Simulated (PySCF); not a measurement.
C$_{5}$H$_{11}$BF$_{2}$Si

```xyz
20

C    -1.7708    1.2361    0.6181
C    -1.3680    0.1327    0.0079
C    -2.3287   -0.8237   -0.6317
C     0.0968   -0.2839   -0.0865
C     1.0710    0.8985   -0.1754
Si    2.8387    0.3312   -0.5839
B     0.3571   -1.1939    1.1837
F    -0.0152   -2.4593    1.2499
F     0.8939   -0.7448    2.3000
H    -2.8136    1.5006    0.6625
H    -1.0911    1.9218    1.0910
H    -2.1787   -1.8278   -0.2374
H    -3.3571   -0.5241   -0.4480
H    -2.1639   -0.8599   -1.7086
H     0.1896   -0.8843   -0.9981
H     0.7092    1.5989   -0.9311
H     1.0775    1.4353    0.7731
H     3.3043   -0.6209    0.4261
H     3.7136    1.5040   -0.6186
H     2.8305   -0.3255   -1.8961
```

Geometry: GFN2-xTB.

Theory: PBE0/pcSseg-1, SCF density, gas phase, non-relativistic (PySCF).

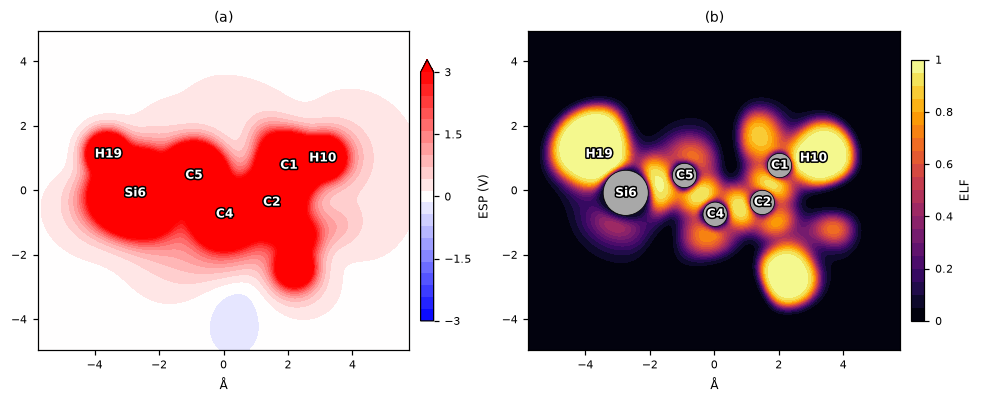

Figure 1. (a) electrostatic potential; (b) electron localisation function on the plane of atoms C5, Si6 and H19. Grey discs cover the atomic cores in the ELF map.

Question: Describe what can be read from this map.

Answer:
- Atoms in the plane: C, Si and H.
- C–C (1.32 Å): the ELF peaks at about 0.90 between the atoms (a short, multiple covalent bond).
- C–Si (1.90 Å): the ELF peaks at about 0.95 between the atoms; a shared electron pair.
- C–H (1.08 Å): the ELF climbs to about 1 towards the hydrogen, as it does in any bond to H (an ordinary covalent bond to hydrogen).
- C–C (1.53 Å): the ELF peaks at about 0.95 between the atoms (localised, covalent bonding).
- Si–H (1.46 Å): the ELF climbs to about 1 towards the hydrogen.
- The potential has no marked negative region in this plane.

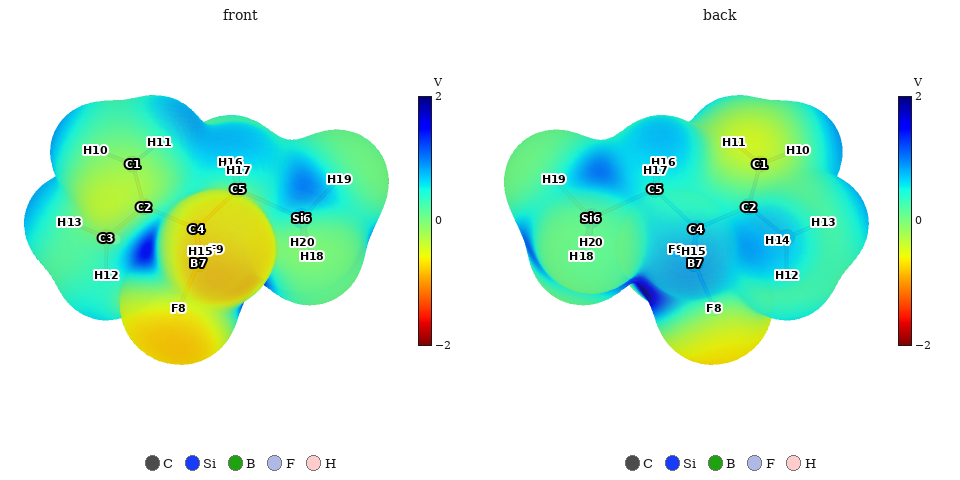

Figure 2. The molecular electrostatic potential painted on the density surface at 0.002 e/bohr³, seen from the front and from behind; the colour scale runs from red (negative) to blue (positive).

Question: Describe the electrostatic potential map.

Answer: The most negative region (about −0.8 V) lies over F8 and F9, the most positive (about +1.6 V) over B7.

Question: What dipole moment does the calculation give?

Answer: Its dipole moment is 1.79 D.
